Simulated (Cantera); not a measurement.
A closed system holds: 1 mol FeS₂, a varied amount of SO₃, 0.035 mol CO₂, equilibrated at 1200 °C and 1 atm.

These are equilibrium values from Cantera (NASA tables, ideal gas, pure condensed phases), not measurements of a reactor. Candidate condensed phases: C, Fe, Fe(CO)₅, FeO, FeS, FeSO₄, FeS₂, Fe₂O₃, Fe₂(SO₄)₃, Fe₃O₄, S; 25 gas species. Metal and sulfide melt together well below either melting point, which pure phases cannot show. Mutual solubility and eutectic melting of coexisting phases are not modelled. The tables' stoichiometric FeO is somewhat more stable than real wüstite, so its field is too wide. FeO, FeS: taken at fixed stoichiometry. The numbers say what is thermodynamically allowed, not how fast it happens.

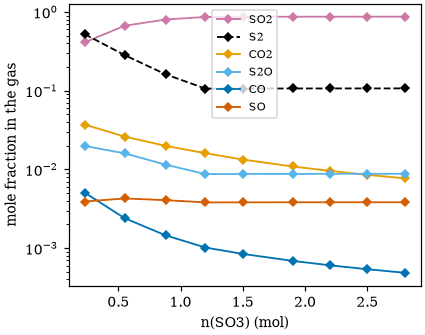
*Equilibrium gas composition (values under 1e-9 drawn at 1e-9)*

From 0.23 mol SO₃ to 0.88 mol SO₃ the condensed part is FeS(l). From 1.2 mol SO₃ to 2.8 mol SO₃ the condensed part is FeO(s) + FeS(l).
